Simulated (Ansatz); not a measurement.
# One shape, several levels: BNH2Cl (SMILES N[B]Cl)

We compute a comparison of 6 runs (U-r2SCAN0/STO-3G, UHSE06/STO-3G, UPBE0/STO-3G, UCCSDT(Q)/STO-3G, UCCSDT/STO-3G, UCCSD/STO-3G) of BNH2Cl. 

The calculation is run with Ansatz 0.2.0.

76 further runs of the same task are left out: 76 set aside as unsound or not needed.

## Step 1: The system as given

BNH2Cl has 5 atoms, charge 0, and is taken as a doublet. As SMILES, `N[B]Cl`. The H5–N1 distance was set to 2.526 Å, away from the relaxed value. At this shape a bond of the SMILES string is far longer than usual.

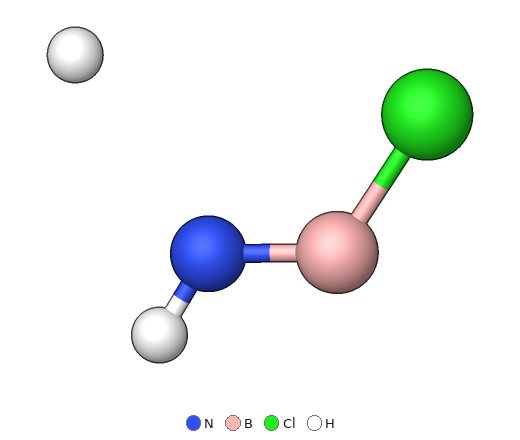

Viewed from a chosen angle; nitrogen blue, boron pink, chlorine green, hydrogen white.

## Step 2: The energy at U-r2SCAN0/STO-3G (run 1)

File molecule.yaml:

```yaml
crystal:
  periodic: [false, false, false]
  atoms:
    - {symbol: "N", position_ang: [-1.308694, 0.092602, 0.859143]}
    - {symbol: B, position_ang: [-1.073094, -0.864098, 1.820243]}
    - {symbol: Cl, position_ang: [0.368506, -1.845698, 1.900443]}
    - {symbol: H, position_ang: [-2.151394, 0.640402, 0.842743]}
    - {symbol: H, position_ang: [0.315800, 0.625100, -1.000600]}
basis:
  gaussian:
    orbitals: STO-3G
total_charge: 0
magnetization:
  spin_polarized: true
  initial_magnetization: 1
hamiltonian:
  xc: {name: r2SCAN0}
accuracy: high
```

The run is started by

```
ansatz run molecule.yaml --threads 1 --pin off --max-ram 2610MiB --events-out events.jsonl --progress --plain --runs-dir runs
```

The program printed:

```text
Warning: RAYON_NUM_THREADS=1 ignored (pool sized by the plan → 1); use --threads N
Functional definition: r2SCAN0
  name "r2SCAN0"
  parameter a = 0.25
  parameter k0 = 0.174
  parameter k1 = 0.065
  parameter a1 = 4.9479
  exchange = (1 - a)*r2scan_x(k0 = k0, k1 = k1, a1 = a1) + a*exact_x
  correlation = r2scan_c
371 factors; integrals over basis functions are off by at most 2.5e-8 eV
mean field evaluation 1: about -14547.4757 eV, gradient 2.3e1 eV
mean field evaluation 2: about -14516.0258 eV, gradient 7.6e1 eV
mean field evaluation 4: about -14551.3335 eV, gradient 1.2e0 eV
mean field evaluation 8: about -14551.3218 eV, gradient 1.4e-1 eV
mean field evaluation 16: about -14551.3453 eV, gradient 1.7e-2 eV
mean field evaluation 32: about -14551.0273 eV, gradient 1.9e0 eV
mean field -14551.34531339 eV, -534.7520770109 hartree, gradient 3.6e-8 eV, S^2 0.876424; 4 other end points of the search recorded, 0 dependent functions left out
reference -14551.34531410 eV, -534.7520770370 hartree; 16, 15 occupied and 5, 6 virtual orbitals, 371 factors
Total energy: -14551.34531410 eV, -534.7520770370 hartree
```

Wall time 6.9 s (1 thread of Arm Neoverse V1, shared host); peak memory 0.23 GiB.

## Step 3: The energy at UHSE06/STO-3G (run 2)

File job.yaml:

```yaml
crystal:
  periodic: [false, false, false]
  atoms:
    - {symbol: "N", position_ang: [-1.308694, 0.092602, 0.859143]}
    - {symbol: B, position_ang: [-1.073094, -0.864098, 1.820243]}
    - {symbol: Cl, position_ang: [0.368506, -1.845698, 1.900443]}
    - {symbol: H, position_ang: [-2.151394, 0.640402, 0.842743]}
    - {symbol: H, position_ang: [0.315800, 0.625100, -1.000600]}
basis:
  gaussian: {orbitals: STO-3G}
magnetization: {spin_polarized: true, initial_magnetization: 1}
hamiltonian: {xc: hse06}
accuracy: high
```

The run is started by

```
ansatz run job.yaml --threads 1 --pin off --max-ram 2610MiB --events-out events.jsonl --progress --plain --runs-dir runs
```

The program printed:

```text
Warning: RAYON_NUM_THREADS=1 ignored (pool sized by the plan → 1); use --threads N
Functional definition: HSE06
  name "HSE06"
  parameter a = 0.25
  parameter omega = 0.11/bohr
  exchange = pbe_x - a*pbe_x_sr(omega) + a*exact_x_sr(omega)
  correlation = pbe_c
371 factors; integrals over basis functions are off by at most 2.5e-8 eV
63 factors; integrals over basis functions are off by at most 7.3e-10 eV
mean field evaluation 1: about -14542.1707 eV, gradient 2.4e1 eV
mean field evaluation 2: about -14499.3948 eV, gradient 8.3e1 eV
mean field evaluation 4: about -14546.0943 eV, gradient 1.5e0 eV
mean field evaluation 8: about -14546.0887 eV, gradient 1.1e-1 eV
mean field evaluation 16: about -14546.0914 eV, gradient 3.0e-4 eV
mean field evaluation 32: about -14546.0410 eV, gradient 1.1e0 eV
mean field -14546.09140951 eV, -534.5589996046 hartree, gradient 5.5e-8 eV, S^2 0.767080; 2 other end points of the search recorded, 0 dependent functions left out
reference -14546.09141165 eV, -534.5589996834 hartree; 16, 15 occupied and 5, 6 virtual orbitals, 371 factors
Total energy: -14546.09141165 eV, -534.5589996834 hartree
```

Run time: 3.3 s. Hardware: 1 thread of Arm Neoverse V1, shared host; peak memory 0.13 GiB.

## Step 4: The energy at UPBE0/STO-3G (run 3)

File in.yaml:

```yaml
crystal:
  periodic: [false, false, false]
  atoms:
    - {symbol: N, position_ang: [-1.308694, 0.092602, 0.859143]}
    - {symbol: B, position_ang: [-1.073094, -0.864098, 1.820243]}
    - {symbol: Cl, position_ang: [0.368506, -1.845698, 1.900443]}
    - {symbol: H, position_ang: [-2.151394, 0.640402, 0.842743]}
    - {symbol: H, position_ang: [0.315800, 0.625100, -1.000600]}
basis:
  gaussian: {orbitals: STO-3G}
magnetization: {spin_polarized: true, initial_magnetization: 1}
hamiltonian: {xc: pbe0}
accuracy: high
```

The run is started by

```
ansatz run in.yaml --threads 1 --pin off --max-ram 2610MiB --events-out events.jsonl --progress --plain --runs-dir runs
```

The program printed:

```text
Warning: RAYON_NUM_THREADS=1 ignored (pool sized by the plan → 1); use --threads N
Functional definition: PBE0
  name "PBE0"
  parameter a = 0.25
  parameter kappa = 0.804
  parameter beta = 0.06672455060314922
  exchange = (1 - a)*pbe_x(kappa = kappa, mu = beta*pi^2/3) + a*exact_x
  correlation = pbe_c(beta = beta)
371 factors; integrals over basis functions are off by at most 2.5e-8 eV
mean field evaluation 1: about -14542.3753 eV, gradient 2.4e1 eV
mean field evaluation 2: about -14505.5015 eV, gradient 8.0e1 eV
mean field evaluation 4: about -14546.4251 eV, gradient 1.2e0 eV
mean field evaluation 8: about -14546.4123 eV, gradient 9.2e-2 eV
mean field evaluation 16: about -14546.4152 eV, gradient 2.0e-4 eV
mean field evaluation 32: about -14546.1606 eV, gradient 1.6e0 eV
mean field -14546.41520517 eV, -534.5708988758 hartree, gradient 1.5e-8 eV, S^2 0.767752; 2 other end points of the search recorded, 0 dependent functions left out
reference -14546.41520678 eV, -534.5708989349 hartree; 16, 15 occupied and 5, 6 virtual orbitals, 371 factors
Total energy: -14546.41520678 eV, -534.5708989349 hartree
```

Run time: 2.4 s. Hardware: 1 thread of Arm Neoverse V1, shared host; peak memory 0.13 GiB.

Runs 4 to 5 aren't shown in full; the table further down has their settings and results.

## Step 5: A single-point energy at UCCSD/STO-3G (run 6)

File in.yaml:

```yaml
crystal:
  periodic: [false, false, false]
  atoms:
    - {symbol: "N", position_ang: [-1.308694, 0.092602, 0.859143]}
    - {symbol: B, position_ang: [-1.073094, -0.864098, 1.820243]}
    - {symbol: Cl, position_ang: [0.368506, -1.845698, 1.900443]}
    - {symbol: H, position_ang: [-2.151394, 0.640402, 0.842743]}
    - {symbol: H, position_ang: [0.315800, 0.625100, -1.000600]}
basis:
  gaussian: {orbitals: STO-3G}
scf: {omitted_lower_state_checks: [cluster_reference, increment]}
accuracy: high
correlation: {method: ccsd, frozen_orbitals: {B: 1, Cl: 5, H: 0, "N": 1}}
magnetization: {spin_polarized: true, initial_magnetization: 1}
```

The run is started by

```
ansatz run in.yaml --threads 1 --pin off --max-ram 2610MiB --events-out events.jsonl --progress --plain --runs-dir runs
```

The program printed:

```text
Warning: RAYON_NUM_THREADS=1 ignored (pool sized by the plan → 1); use --threads N
[... 16 lines left out ...]
7 core orbitals not correlated: weight in the atoms' cores, before any rotation towards them, 1.000 or more for the frozen orbitals, at most 0.000 for the correlated occupied ones
[... 34 lines left out ...]
Total energy: -14526.83897512 eV, -533.8514856905 hartree
Checks for a lower state left out: cluster_reference, increment
```

Wall time 0.85 s (1 thread of Arm Neoverse V1, shared host).

## Step 6: Overview of the runs

```csv
run,level,frozen core orbitals,energy (Eh),⟨S²⟩,wall time
1,U-r2SCAN0/STO-3G,–,-534.752077,0.876,6.9 s
2,UHSE06/STO-3G,–,-534.559000,0.767,3.3 s
3,UPBE0/STO-3G,–,-534.570899,0.768,2.4 s
4,UCCSDT(Q)/STO-3G,7,-533.863796,1.461,2.8 s
5,UCCSDT/STO-3G,7,-533.862817,1.461,2.2 s
6,UCCSD/STO-3G,7,-533.851486,1.461,0.85 s
```

## Step 7: What came out

| quantity | value |
| --- | --- |
| run 6: total energy | -533.85149 Eh |
| run 6: correlation energy (7 core orbitals frozen) | -144.2 mEh |
| run 6: ⟨S²⟩ of the reference determinant | 1.461 |
| run 6: T1 diagnostic | 0.088 |

**Reading.** Totals of different functionals can't be ranked against each other. In runs 1, 2, 3, 4, 5, 6 the basis is minimal, so the values are rough. Spin contamination of the reference: run 4 ⟨S²⟩ = 1.46, run 5 ⟨S²⟩ = 1.46, run 6 ⟨S²⟩ = 1.46, run 1 ⟨S²⟩ = 0.88. Where it is this large, the reference is a mixture of spin states, and values that rest on it are in doubt. All runs together took 19 s, the longest 6.9 s.
